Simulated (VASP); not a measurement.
Band structure of V₂Ge (relaxed from the Fe2P structure, space group P-62m). Method: PBEsol GGA, VASP's PBE PAW potentials (set 64) (plane waves; VASP).

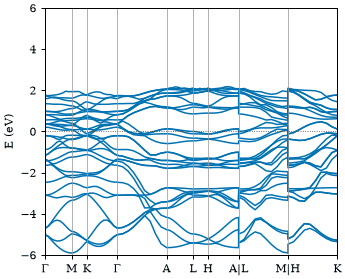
Figure: Bands along high-symmetry lines, zero at the valence-band maximum or, without a gap, the Fermi level

Read the plot: is there a gap, and where are the band edges?

It has no gap at this level: it comes out as a metal or semimetal. (Edges off the drawn lines would not show.)

The structure was generated: V2Ge was put into the Fe2P type (P-62m), which need not be its known phase. It was relaxed first, which changed the volume by -15 %. The run is not spin-polarised, so no magnetic state was tried.
